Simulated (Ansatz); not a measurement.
## What a change does: single-point calculation on Si₂NH₇S

System: Si₂NH₇S.
Method of run 1: RKS PBE-D4/def2-TZVPP (Ansatz 0.2.0).

The geometry comes from this level: PBE0-D4/def2-TZVP. Text and figures count atoms from 1; the logs count them from 0 in places.

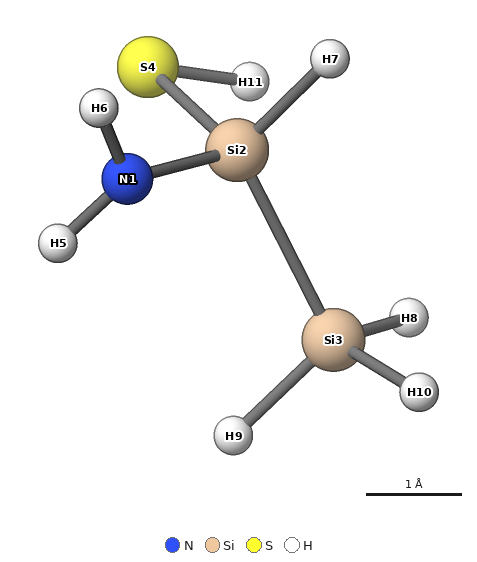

Fig. 1: The structure (ball-and-stick view, seen at a tilt; atoms are numbered from 1 in the order of the input). Bond lengths as drawn: H–N 1.01 Å, H–S 1.34 Å, H–Si 1.49 Å, N–Si 1.71 Å, Si–Si 2.34 Å and S–Si 2.16 Å.

**Input file, run 1**
```yaml
crystal:
  periodic: [false, false, false]
  atoms:
    - {symbol: N, position_ang: [-0.645821, 1.716357, -0.592863]}
    - {symbol: Si, position_ang: [-0.154770, 0.079978, -0.710285]}
    - {symbol: Si, position_ang: [1.134841, -0.518160, 1.147689]}
    - {symbol: S, position_ang: [-1.870682, -1.232886, -0.763396]}
    - {symbol: H, position_ang: [-1.123828, 2.052292, 0.227575]}
    - {symbol: H, position_ang: [-0.933183, 2.218085, -1.417570]}
    - {symbol: H, position_ang: [0.603960, -0.035958, -1.984244]}
    - {symbol: H, position_ang: [1.324066, -1.994985, 1.170617]}
    - {symbol: H, position_ang: [0.418818, -0.117384, 2.390138]}
    - {symbol: H, position_ang: [2.472211, 0.134803, 1.133595]}
    - {symbol: H, position_ang: [-1.160212, -2.359241, -0.580757]}
basis:
  gaussian: {orbitals: def2-TZVPP}
hamiltonian: {xc: pbe, dispersion: d4}
output: {forces: true, orbitals: {seedname: orbitals}}
```

Hardware: 4 threads of Intel Xeon @ 2.90GHz, 15 GiB of memory available, shared host.

**Output (run 1)**
```
Functional definition: PBE
  parameter kappa = 0.804
  parameter beta = 0.06672455060314922
  exchange = pbe_x(kappa = kappa, mu = beta*pi^2/3)
  correlation = pbe_c(beta = beta)
1428 factors; their error is unknown
mean field evaluation 1: about -28172.8950 eV, gradient 7.1e1 eV
mean field evaluation 2: about -28133.3654 eV, gradient 1.3e2 eV
mean field evaluation 4: about -28182.5765 eV, gradient 1.1e1 eV
mean field evaluation 8: about -28182.8995 eV, gradient 2.8e-1 eV
mean field evaluation 16: about -28182.8624 eV, gradient 2.9e-4 eV
mean field -28182.86239348 eV, -1035.7010899303 hartree, gradient 4.8e-5 eV, S^2 0.000000; 0 other end points of the search recorded, 0 dependent functions left out
the calculation of the forces begins
reference -28182.86243907 eV, -1035.7010916056 hartree; 29, 29 occupied and 226, 226 virtual orbitals, 1428 factors
Total energy: -28183.14014772 eV, -1035.7112972102 hartree
Atom 0 at    -0.645821     1.716357    -0.592863 Å, force     0.177759     0.052534     0.019020 eV/Å
Atom 1 at    -0.154770     0.079978    -0.710285 Å, force     0.129448    -0.207542     0.053062 eV/Å
Atom 2 at     1.134841    -0.518160     1.147689 Å, force    -0.033824     0.030217    -0.075377 eV/Å
Atom 3 at    -1.870682    -1.232886    -0.763396 Å, force    -0.328776     0.068645    -0.039472 eV/Å
Atom 4 at    -1.123828     2.052292     0.227575 Å, force    -0.165278     0.123875     0.267086 eV/Å
Atom 5 at    -0.933183     2.218085    -1.417570 Å, force    -0.104769     0.185360    -0.267634 eV/Å
Atom 6 at     0.603960    -0.035958    -1.984244 Å, force     0.095924     0.009452    -0.139313 eV/Å
Atom 7 at     1.324066    -1.994985     1.170617 Å, force     0.019537    -0.145489     0.008098 eV/Å
Atom 8 at     0.418818    -0.117384     2.390138 Å, force    -0.068834     0.038057     0.126795 eV/Å
Atom 9 at     2.472211     0.134803     1.133595 Å, force     0.142881     0.063348     0.009657 eV/Å
Atom 10 at    -1.160212    -2.359241    -0.580757 Å, force     0.135931    -0.218455     0.038078 eV/Å
Dipole moment:     0.009958     0.222991    -0.009548 e Å
```

For run 2 the input was changed thus:
```diff
-hamiltonian: {xc: pbe, dispersion: d4}
+hamiltonian: {xc: {name: wB97M-V}}
```

Predict how the results change.

The total energies belong to different models, so their difference says nothing on which is more stable or more accurate. The largest force goes from 0.342 to 0.224 eV/Å. The HOMO goes from −5.85 to −9.13 eV. The LUMO goes from −1.11 to 1.40 eV. The dipole moment goes from 1.07 to 1.04 D. On the same kind of shared host run 2 took about 3.9 times as long.

**Output (run 2)**
```
Functional definition: wB97M-V
  parameter omega = 0.3/bohr
  parameter cx = 0.15
  parameter cx01 = 1.007
  parameter cx10 = 0.259
  parameter css00 = 0.443
  parameter css04 = -1.437
  parameter css10 = -4.535
  parameter css20 = -3.390
  parameter css43 = 4.278
  parameter cos00 = 1.000
  parameter cos10 = 1.358
  parameter cos20 = 2.924
  parameter cos21 = -8.812
  parameter cos60 = -1.390
  parameter cos61 = 9.142
  parameter b = 6.0
  parameter c = 0.01
  gx(w, u) = 1 - cx + cx01*u + cx10*w
  gss(w, u) = css00 + css04*u^4 + css10*w + css20*w^2 + css43*w^4*u^3
  gos(w, u) = cos00 + cos10*w + (cos20 + cos21*u)*w^2 + (cos60 + cos61*u)*w^6
  exchange = spin_sum(e_x_unif_sr(omega)*gx(b97_w, b97_u_x)) + cx*exact_x_sr(omega) + exact_x_lr(omega)
  correlation = spin_sum(e_c_pw_mod_same_spin*gss(b97_w, b97_u_same))
      + integral(e_c_pw_mod_opposite_spin*gos(b97_w_opposite, b97_u_opposite)) + vv10(b, c)
1441 factors; their error is unknown
326 factors; integrals over basis functions are off by at most 1.2e-5 eV
mean field evaluation 1: about -28190.5550 eV, gradient 4.8e1 eV
mean field evaluation 2: about -28190.6523 eV, gradient 4.8e1 eV
mean field evaluation 4: about -28195.0265 eV, gradient 1.3e0 eV
mean field evaluation 8: about -28195.0499 eV, gradient 2.3e-1 eV
mean field evaluation 16: about -28195.0500 eV, gradient 5.4e-5 eV
mean field -28195.05000036 eV, -1036.1489762221 hartree, gradient 5.4e-5 eV, S^2 0.000000; 0 other end points of the search recorded, 0 dependent functions left out
the calculation of the forces begins
reference -28195.05005652 eV, -1036.1489782856 hartree; 29, 29 occupied and 226, 226 virtual orbitals, 1441 factors
Total energy: -28195.05005652 eV, -1036.1489782856 hartree
Atom 0 at    -0.645821     1.716357    -0.592863 Å, force    -0.036042     0.052227     0.004675 eV/Å
Atom 1 at    -0.154770     0.079978    -0.710285 Å, force     0.180307    -0.108664    -0.075287 eV/Å
Atom 2 at     1.134841    -0.518160     1.147689 Å, force     0.041279    -0.021633     0.062161 eV/Å
Atom 3 at    -1.870682    -1.232886    -0.763396 Å, force     0.028458    -0.070065     0.012258 eV/Å
Atom 4 at    -1.123828     2.052292     0.227575 Å, force     0.007222     0.010804    -0.026093 eV/Å
Atom 5 at    -0.933183     2.218085    -1.417570 Å, force    -0.000345     0.004854     0.033063 eV/Å
Atom 6 at     0.603960    -0.035958    -1.984244 Å, force    -0.083899     0.010439     0.141895 eV/Å
Atom 7 at     1.324066    -1.994985     1.170617 Å, force    -0.023473     0.158543    -0.003763 eV/Å
Atom 8 at     0.418818    -0.117384     2.390138 Å, force     0.074293    -0.040072    -0.136163 eV/Å
Atom 9 at     2.472211     0.134803     1.133595 Å, force    -0.153839    -0.070915    -0.002811 eV/Å
Atom 10 at    -1.160212    -2.359241    -0.580757 Å, force    -0.033959     0.074482    -0.009935 eV/Å
Dipole moment:     0.022808     0.215676    -0.006898 e Å
```

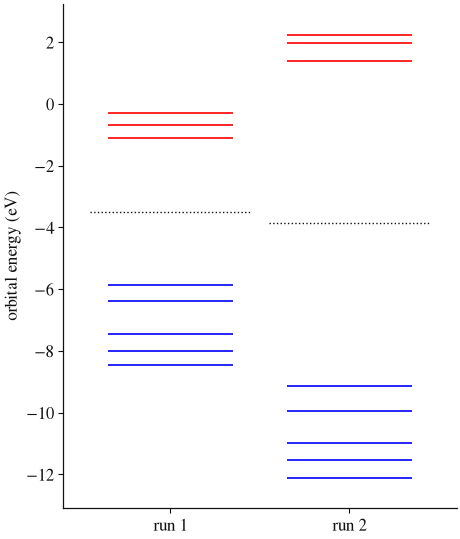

Fig. 2: The five highest filled and three lowest empty orbital energies of the two runs; the dotted lines part filled from empty levels. The HOMO–LUMO gap is 4.74 eV in run 1 and 10.53 eV in run 2.

**The two runs side by side**

| quantity | run 1 | run 2 |
| --- | --- | --- |
| outcome | converged | converged |
| total energy (hartree) | −1035.711297 | −1036.148978 |
| HOMO (eV) | −5.85 | −9.13 |
| LUMO (eV) | −1.11 | 1.40 |
| dipole moment (D) | 1.07 | 1.04 |
| largest force (eV/Å) | 0.342 | 0.224 |
| basis functions | 255 | 255 |
| wall time (shared host) | 2.5 s | 9.5 s |
